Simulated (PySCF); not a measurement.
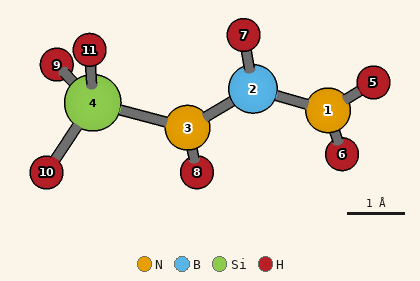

**Figure 1.** The structure (ball-and-stick view, seen at a tilt; atoms are numbered from 1 in the order of the input). Bond lengths as drawn: B–H 1.21 Å, B–N 1.41 to 1.43 Å, H–N 1.01 to 1.02 Å, H–Si 1.49 to 1.50 Å and N–Si 1.74 Å.

NMR shielding calculation of BSiN2H7

System: BSiN2H7, SMILES NBN[SiH3].
Method: GIAO PBE0/6-31G* NMR shielding, non-relativistic, gas phase (PySCF 2.14.0).

The geometry comes from this level: PBE0-D3(BJ)/def2-SVP. Figures and captions count atoms from 1; the log counts them from 0 in places.

**Input file**
```
{"job": {"kind": "nmr", "xc": "PBE0", "basis": "6-31G*", "pop": true}, "charge": 0, "multiplicity": 1}
N      2.212477    -0.301442    -0.226243
B      0.950098     0.266698     0.023476
N     -0.276114    -0.427319    -0.211688
Si    -1.881289     0.218270    -0.000925
H      3.067227     0.202930    -0.043799
H      2.360082    -1.232582    -0.592071
H      0.905110     1.396364     0.461820
H     -0.211977    -1.369174    -0.588515
H     -2.542437     0.572801    -1.298370
H     -2.758449    -0.793510     0.668340
H     -1.790213     1.444326     0.840637
```

The first line tells a small driver script what to run in PySCF; the rest is the geometry in Å.

Run as:
```bash
OMP_NUM_THREADS=1 python <driver script> task.json out
```

**Log**
```
coarse grid: 9176 points
cycle   1  E = -427.8122107454  dE =  1.566e-01  |g| = 4.953e-01  |ddm| = 2.814e+00
cycle   2  E = -427.7831354323  dE =  2.908e-02  |g| = 6.152e-01  |ddm| = 8.867e-01
cycle   3  E = -427.8689060855  dE = -8.577e-02  |g| = 6.004e-02  |ddm| = 5.228e-01
cycle   4  E = -427.8696604163  dE = -7.543e-04  |g| = 2.327e-02  |ddm| = 6.191e-02
cycle   5  E = -427.8697734741  dE = -1.131e-04  |g| = 8.137e-03  |ddm| = 2.158e-02
cycle   6  E = -427.8697883901  dE = -1.492e-05  |g| = 1.312e-03  |ddm| = 6.721e-03
cycle   7  E = -427.8697888812  dE = -4.911e-07  |g| = 1.963e-04  |ddm| = 1.493e-03
final grid: 82728 points
cycle   8  E = -427.8292874946  dE = -9.586e-06  |g| = 7.492e-03  |ddm| = 1.337e-02
cycle   9  E = -427.8292778262  dE =  9.668e-06  |g| = 1.013e-02  |ddm| = 1.313e-02
cycle  10  E = -427.8293002251  dE = -2.240e-05  |g| = 4.426e-04  |ddm| = 7.285e-03
cycle  11  E = -427.8293002712  dE = -4.611e-08  |g| = 1.592e-04  |ddm| = 4.563e-04
cycle  12  E = -427.8293002760  dE = -4.806e-09  |g| = 6.040e-05  |ddm| = 1.363e-04
cycle  13  E = -427.8293002769  dE = -8.533e-10  |g| = 7.672e-06  |ddm| = 5.183e-05
```

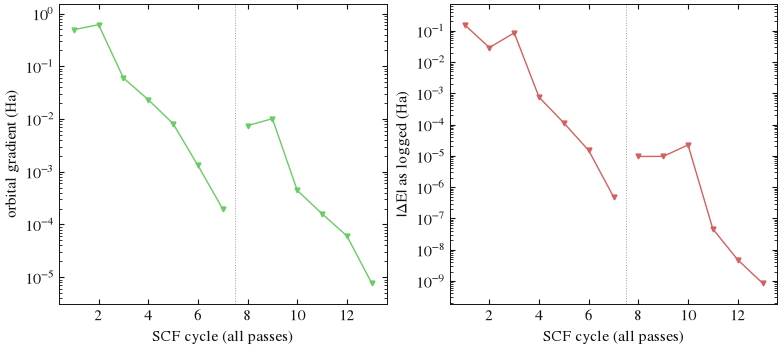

**Figure 2.** Convergence of the self-consistent field: orbital gradient and size of the energy change against the SCF cycle. The dotted line marks the change from a coarse to the final integration grid. The first 7 cycles use a coarse grid, the final grid takes over at cycle 8, and the field converges after 13 cycles in all.

```
converged SCF energy = -427.8293002769

GIAO shielding tensors (ppm)
atom      isotropic    diamagn.    paramagn.     s11        s22        s33       span
  0 N      199.110     319.603    -120.493    142.040    218.483    236.807     94.767
  1 B       90.125     198.813    -108.688     61.947     88.022    120.407     58.460
  2 N      215.153     318.415    -103.261    153.057    240.261    252.141     99.085
  3 Si     438.220     880.986    -442.765    402.030    414.715    497.917     95.887
  4 H       29.814      29.083       0.731     24.470     26.788     38.185     13.715
  5 H       30.253      30.235       0.018     25.033     27.853     37.873     12.839
  6 H       27.388      31.849      -4.462     25.030     28.279     28.854      3.823
  7 H       31.085      30.990       0.095     24.224     30.213     38.818     14.594
  8 H       27.052      28.779      -1.727     23.483     25.425     32.247      8.763
  9 H       27.047      28.813      -1.765     23.667     25.483     31.993      8.326
 10 H       26.903      29.606      -2.703     24.054     25.775     30.880      6.826
```

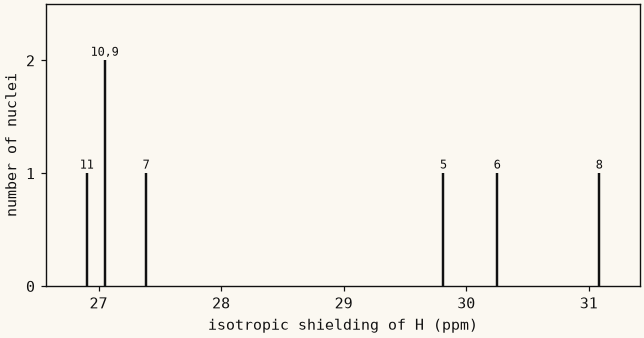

**Figure 3.** Isotropic shieldings of the hydrogen nuclei in this fixed geometry, labelled by atom number; shielding grows to the right, so chemical shift grows to the left. The least shielded is H11 (26.9 ppm), the most shielded H8 (31.1 ppm).

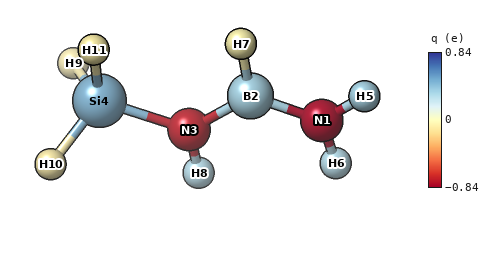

**Figure 4.** Mulliken charges, as the colour of each atom (ball-and-stick view, seen at a tilt; atoms are numbered from 1 in the order of the input; Mulliken charges depend strongly on the basis). By element: N −0.80 to −0.74, B +0.34, Si +0.48 and H −0.09 to +0.35 e.

**Results in brief**

| quantity | value |
| --- | --- |
| outcome | converged |
| total energy | −427.829300 hartree |
| HOMO | −6.82 eV |
| LUMO | 1.11 eV |
| dipole moment | 2.28 D |
| isotropic shielding, N | 199.1 to 215.2 ppm |
| isotropic shielding, B | 90.1 ppm |
| isotropic shielding, Si | 438.2 ppm |
| isotropic shielding, H | 26.9 to 31.1 ppm |
| hardware | 1 CPU thread, shared host |
| wall time | 4.4 s |
| peak memory | 0.42 GiB |
